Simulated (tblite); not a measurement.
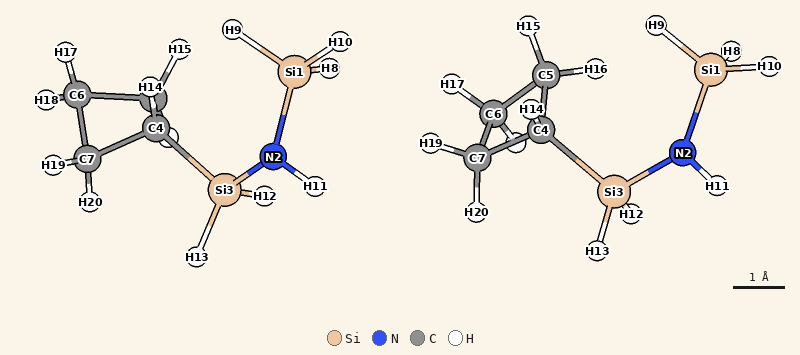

Two geometries of C4H13NSi2, drawn at one scale. One is the start of a relaxation, the other its converged end. The picture is a ball-and-stick view, seen at a tilt.

Theory: GFN2-xTB geometry optimisation, gas phase (tblite). 

Question: Which geometry has the lower energy?

Answer: The right one is the relaxed one. H16 moves most after the best rigid fit: 1.70 Å. By element the largest moves are H 1.70 Å, C 0.77 Å, N 0.60 Å, Si 0.39 Å. Some distances before and after: N2–Si3 1.778 → 1.733 Å, N2–H11 1.042 → 1.006 Å, Si3–C4 1.855 → 1.891 Å, C4–C5 1.509 → 1.541 Å. Among the angles between lasting bonds that change: Si1–N2–Si3 106.8° → 130.6°, H17–C6–H18 117.8° → 108.8°, H15–C5–H16 116.7° → 108.5°. Groups turn about C5–C6 by about 55°, C4–C7 by about 50°, C6–C7 by about 50°. Over 164 geometry steps the energy falls by 0.989 eV.
